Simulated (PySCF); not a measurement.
# AlGa: bond curves at several levels of theory

What are the lowest state that PBE0 finds, the bond length, vibrational wavenumber and bond energy of AlGa, and how much do these hang on the method?

Method: Al def2-SVP, Ga def2-SVP, no relativity; program: PySCF 2.14.0.

### 1 Input

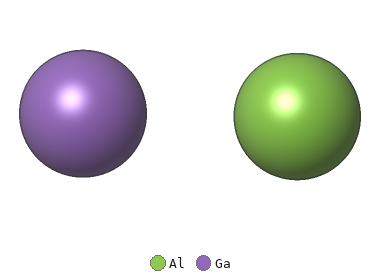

The two atoms at the starting distance (aluminium green, gallium purple).

The job is set up so:

- atoms: Al, Ga
- charge: 0
- basis: Al def2-SVP, Ga def2-SVP
- Hamiltonian: no relativity
- basis functions: 50
- electrons treated: 44
- masses in u: 26.9815, 68.9256
- levels: PBE0, PBE, r²SCAN, r²SCAN0, TPSS, B97-3, HSE06, HF, MP2, SCS-MP2, CCSD, CCSD(T)
- grid: 80 radial by 434 angular points
- occupations: held fixed by the projection of orbital angular momentum
- dissociation limit: Al + Ga, each in its ground configuration
- starting distance in angstrom: 2.400
- values of 2S to try: 0, 2

Run with:

```
OMP_NUM_THREADS=1 python dia.py task.json out
```

After this run come: PBE0 along the bond; Other states along the same grid; PBE (GGA); r²SCAN (meta-GGA); r²SCAN0; TPSS (meta-GGA); B97-3 (global hybrid GGA); HSE06; UHF (mean field); Correlated methods on the Hartree–Fock reference.

Before running it: what results should come out? Wanted: for each run, Re; ωe; De; μ.

**Answer**, as computed:

Lowest PBE0 solution found, without spin–orbit coupling: ³Π (triplet), unpaired electrons σ ↑, π ↑. State 2 has its PBE0 minimum 0.08 eV higher. State 3 has its PBE0 minimum 0.13 eV higher, as a spin-mixed determinant (⟨S²⟩ = 1.02), so this is no gap between pure states. State 4 has its PBE0 minimum 0.27 eV higher, as a spin-mixed determinant (⟨S²⟩ = 1.01), so this is no gap between pure states. The other levels ran on the lowest alone.

```csv
level,Re (Å),ωe (cm⁻¹),De (eV),μ (D)
UHF,2.737,230.8,0.75,-0.05
UHF-MP2,2.674,247.7,1.24,n/a
UHF-SCS-MP2,2.675,249.7,1.10,n/a
UHF-CCSD,2.692,239.7,1.19,n/a
UHF-CCSD(T),2.690,239.3,1.27,n/a
PBE,2.736,215.1,1.63,0.18
TPSS,2.717,219.9,1.54,0.29
r²SCAN,2.702,225.7,1.62,0.06
PBE0,2.706,228.5,1.51,0.16
r²SCAN0,2.690,233.2,1.51,0.02
B97-3,2.728,222.4,1.39,0.21
HSE06,2.711,226.2,1.52,0.15
```

De is counted to Al + Ga in their ground configurations. A positive dipole means Al(−)Ga(+).

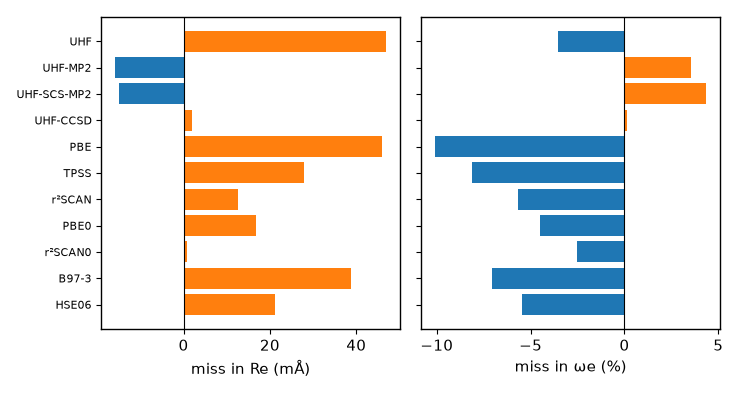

Differences in bond length and wavenumber from CCSD(T) in the same basis.

What this shows: Against CCSD(T) in the same basis, the bond length is nearest at r²SCAN0 (+1 mÅ) and farthest at UHF (+47 mÅ); the wavenumber is nearest at UHF-CCSD (+0.2 %) and farthest at PBE (-10.1 %). CCSD(T) in a basis this small is itself some way from its limit, more so than the functionals. Of the levels with a De here, UHF gives the least (0.75 eV) and PBE the most (1.63 eV).

Correlated steps freeze 14 core orbitals.
